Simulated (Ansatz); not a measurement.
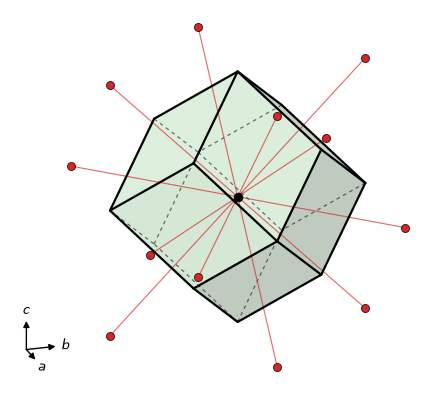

The Wigner–Seitz cell of the crystal's lattice, with lines to the lattice points that define its faces. Crystal: Li7B, coordinates from a relaxation with Ansatz, DFT PBE, scalar-relativistic, plane waves, PAW; the starting structure was generated, so it need not be a known form of this composition. Symmetry computed with spglib at a tolerance of 0.002 Å; standard conventional cell.

a = 10.012 Å, b = 10.012 Å, c = 10.012 Å, α = 90.00°, β = 90.00°, γ = 90.00°; lattice centring F.

**What is the cell's combinatorial type?**

A rhombic dodecahedron: 12 faces (12 with 4 edges), 24 edges, 14 vertices. Its volume is that of the primitive cell, 250.9 Å³.

**Which lattice vectors do the faces bisect?**

| example | length (Å) | faces | edges of each | area (Å²) |
| --- | --- | --- | --- | --- |
| 1/2 a + 1/2 b | 7.08 | 12 | 4 | 17.7 |
